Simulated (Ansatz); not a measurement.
# AlF2 (SMILES [F][Al][F]): levels of theory compared

Wanted: a comparison of 6 runs (U-r2SCAN0/STO-3G, UCAM-B3LYP/STO-3G, UMP2/STO-3G, UBCCD(T)/STO-3G, UCCSDT/STO-3G, UCCSD/STO-3G) of AlF2. 

Program for the calculation: Ansatz 0.2.0.

37 further runs of the same task are left out: 1 that didn't finish, 36 set aside as unsound or not needed.

## 1. The structure to begin with

AlF2 has 3 atoms, charge 0, and is taken as a doublet. SMILES: `[F][Al][F]`. The Al2–F1 distance was set to 2.470 Å, away from the relaxed value.

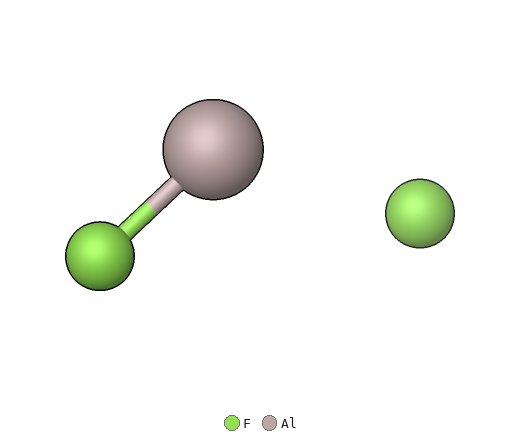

The structure, seen from a chosen angle (fluorine green, aluminium light grey).

## 2. A single-point energy at U-r2SCAN0/STO-3G (run 1)

File run.yaml:

```yaml
crystal:
  periodic: [false, false, false]
  atoms:
    - {symbol: F, position_ang: [0.605148, -2.179479, 0.082001]}
    - {symbol: Al, position_ang: [0.388700, 0.275400, 0.245200]}
    - {symbol: F, position_ang: [-0.932500, 1.021000, -0.394800]}
basis:
  gaussian: {orbitals: STO-3G}
magnetization: {spin_polarized: true, initial_magnetization: 1}
hamiltonian: {xc: {name: r2SCAN0}}
accuracy: high
```

Launch:

```sh
$ ansatz run run.yaml --threads 1 --pin off --max-ram 2610MiB --events-out events.jsonl --progress --plain --runs-dir runs
```

Standard output:

```text
Warning: RAYON_NUM_THREADS=1 ignored (pool sized by the plan → 1); use --threads N
Functional definition: r2SCAN0
  name "r2SCAN0"
  parameter a = 0.25
  parameter k0 = 0.174
  parameter k1 = 0.065
  parameter a1 = 4.9479
  exchange = (1 - a)*r2scan_x(k0 = k0, k1 = k1, a1 = a1) + a*exact_x
  correlation = r2scan_c
314 factors; integrals over basis functions are off by at most 2.7e-8 eV
mean field evaluation 1: about -11859.7616 eV, gradient 1.9e1 eV
mean field evaluation 2: about -11649.8163 eV, gradient 1.3e2 eV
mean field evaluation 4: about -11862.8126 eV, gradient 2.1e1 eV
mean field evaluation 8: about -11867.0293 eV, gradient 5.8e-1 eV
mean field evaluation 16: about -11867.1206 eV, gradient 4.5e-2 eV
mean field evaluation 32: about -11866.7854 eV, gradient 1.7e0 eV
mean field -11867.12064243 eV, -436.1086397860 hartree, gradient 2.9e-8 eV, S^2 0.775242; 3 other end points of the search recorded, 0 dependent functions left out
reference -11867.12064281 eV, -436.1086398001 hartree; 16, 15 occupied and 3, 4 virtual orbitals, 314 factors
Total energy: -11867.12064281 eV, -436.1086398001 hartree
```

Run time: 5.7 s. Hardware: 1 thread of Arm Neoverse V1, shared host; peak memory 0.21 GiB.

## 3. The energy at UCAM-B3LYP/STO-3G (run 2)

File job.yaml:

```yaml
basis:
  gaussian: {orbitals: STO-3G}
crystal:
  periodic: [false, false, false]
  atoms:
    - symbol: F
      position_ang: [0.605148, -2.179479, 0.082001]
    - symbol: Al
      position_ang: [0.388700, 0.275400, 0.245200]
    - symbol: F
      position_ang: [-0.932500, 1.021000, -0.394800]
hamiltonian: {xc: {name: CAM-B3LYP}}
accuracy: high
magnetization: {spin_polarized: true, initial_magnetization: 1}
```

Launch:

```sh
$ ansatz run job.yaml --threads 1 --pin off --max-ram 2610MiB --events-out events.jsonl --progress --plain --runs-dir runs
```

Standard output (excerpt; [...] marks lines left out):

```text
Warning: RAYON_NUM_THREADS=1 ignored (pool sized by the plan → 1); use --threads N
Functional definition: CAM-B3LYP
  name "CAM-B3LYP"
[...]
314 factors; integrals over basis functions are off by at most 2.7e-8 eV
137 factors; integrals over basis functions are off by at most 8.3e-10 eV
[...]
mean field -11866.63347756 eV, -436.0907368074 hartree, gradient 2.0e-8 eV, S^2 0.771085; 3 other end points of the search recorded, 0 dependent functions left out
reference -11866.63348770 eV, -436.0907371800 hartree; 16, 15 occupied and 3, 4 virtual orbitals, 314 factors
Total energy: -11866.63348770 eV, -436.0907371800 hartree
```

It took 2.4 s on 1 thread of Arm Neoverse V1, shared host; peak memory 0.12 GiB.

## 4. A single-point energy at UMP2/STO-3G (run 3)

File input.yaml:

```yaml
crystal:
  periodic: [false, false, false]
  atoms:
    - symbol: F
      position_ang: [0.605148, -2.179479, 0.082001]
    - symbol: Al
      position_ang: [0.388700, 0.275400, 0.245200]
    - symbol: F
      position_ang: [-0.932500, 1.021000, -0.394800]
basis:
  gaussian:
    orbitals: STO-3G
magnetization:
  spin_polarized: true
  initial_magnetization: 1
correlation:
  method: mp2
  frozen_orbitals: {Al: 5, F: 1}
accuracy: high
```

Launch:

```sh
$ ansatz run input.yaml --threads 1 --pin off --max-ram 2610MiB --events-out events.jsonl --progress --plain --runs-dir runs
```

Standard output (excerpt; [...] marks lines left out):

```text
Warning: RAYON_NUM_THREADS=1 ignored (pool sized by the plan → 1); use --threads N
Functional definition: HF
  name "HF"
[...]
314 factors; integrals over basis functions are off by at most 2.7e-8 eV
[...]
mean field -11837.76856249 eV, -435.0299707439 hartree, gradient 2.1e-8 eV, S^2 0.788377; 15 other end points of the search recorded, 0 dependent functions left out
7 core orbitals not correlated: weight in the atoms' cores, before any rotation towards them, 1.000 or more for the frozen orbitals, at most 0.000 for the correlated occupied ones
reference -11837.76856249 eV, -435.0299707439 hartree; 9, 8 occupied and 3, 4 virtual orbitals, 314 factors
second order -1.15507297 eV of doubles, -0.00000000 eV of singles
Total energy: -11838.92363546 eV, -435.0724188926 hartree
```

It took 0.54 s on 1 thread of Arm Neoverse V1, shared host.

Runs 4 to 5 aren't shown in full; the table further down has their settings and results.

## 5. A single-point energy at UCCSD/STO-3G (run 6)

File run.yaml:

```yaml
crystal:
  periodic: [false, false, false]
  atoms:
    - {symbol: F, position_ang: [0.605148, -2.179479, 0.082001]}
    - {symbol: Al, position_ang: [0.388700, 0.275400, 0.245200]}
    - {symbol: F, position_ang: [-0.932500, 1.021000, -0.394800]}
basis:
  gaussian:
    orbitals: STO-3G
magnetization:
  spin_polarized: true
  initial_magnetization: 1
correlation:
  method: ccsd
  frozen_orbitals: {Al: 5, F: 1}
accuracy: high
scf:
  omitted_lower_state_checks: [cluster_reference, increment]
```

Launch:

```sh
$ ansatz run run.yaml --threads 1 --pin off --max-ram 2610MiB --events-out events.jsonl --progress --plain --runs-dir runs
```

Standard output:

```text
Warning: RAYON_NUM_THREADS=1 ignored (pool sized by the plan → 1); use --threads N
[... 17 lines left out ...]
7 core orbitals not correlated: weight in the atoms' cores, before any rotation towards them, 1.000 or more for the frozen orbitals, at most 0.000 for the correlated occupied ones
[... 41 lines left out ...]
Total energy: -11839.29289061 eV, -435.0859887690 hartree
Checks for a lower state left out: cluster_reference, increment
```

Wall time 0.8 s (1 thread of Arm Neoverse V1, shared host).

## 6. The series

```
run              level  frozen core orbitals  energy (Eh)   ⟨S²⟩  wall time
  1   U-r2SCAN0/STO-3G                     –  -436.108640  0.775      5.7 s
  2  UCAM-B3LYP/STO-3G                     –  -436.090737  0.771      2.4 s
  3        UMP2/STO-3G                     7  -435.072419  0.788     0.54 s
  4    UBCCD(T)/STO-3G                     7  -435.091624  0.788      1.1 s
  5      UCCSDT/STO-3G                     7  -435.091358  0.788      2.1 s
  6       UCCSD/STO-3G                     7  -435.085989  0.788      0.8 s
```

## 7. What came out

| quantity | value |
| --- | --- |
| run 6: total energy | -435.08599 Eh |
| run 6: correlation energy (7 core orbitals frozen) | -56.0 mEh |
| run 6: ⟨S²⟩ of the reference determinant | 0.788 |
| run 6: T1 diagnostic | 0.019 |

In words: Totals of different functionals can't be ranked against each other. In runs 1, 2, 3, 4, 5, 6 the basis is minimal, so the values are rough. All runs together took 13 s, the longest 5.7 s.
